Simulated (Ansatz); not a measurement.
A computed series for hypothetical diamond Ag: pressure series

Take Ag in the diamond structure (space group Fd-3m, No. 227; a = 6.218 Å; a hypothetical phase, not in the database extracts checked) as the base.

Cell and atoms are relaxed at each pressure.

The values are results of plane-wave PAW DFT at the PBE level (Ansatz, a first-principles code, 420 eV), no SOC, not measurements.

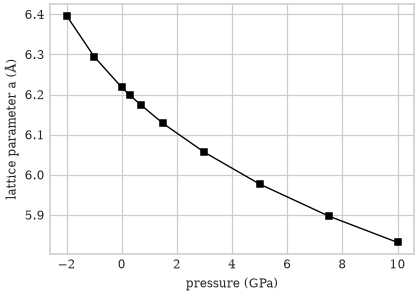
Fig. 1. Lattice parameter a against pressure

From the plot, what is the lattice parameter a for pressure 0.7 GPa?

About 6.17 Å.

Is the trend monotonic over the range shown?

Yes, it falls throughout, spanning 5.832 Å to 6.396 Å.

Load acts through the strain it causes; cell and atoms are relaxed under it. Whether these cells are dynamically stable was not tested. Competing high-pressure phases were not computed.
